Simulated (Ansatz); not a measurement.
Start from CaS in the rock salt structure (space group Fm-3m, No. 225; a = 5.633 Å).

Now apply this change: an isotropic linear strain of −0.50 %, atoms relaxed at fixed cell.

Computed with PBEsol, PAW, 420 eV (Ansatz, a program for electronic structure; spin-orbit coupling left out).

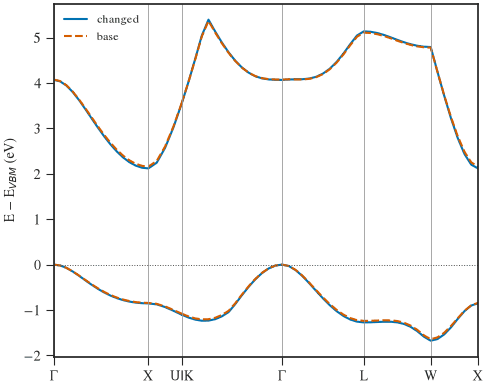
*Highest valence and lowest conduction band along the path, each from its own valence-band maximum*

**Question.** From the figure, how large is the changed gap, and is it direct?

**Answer.** About 2.1 eV, indirect, Γ → X.

No phonon test of stability was made.
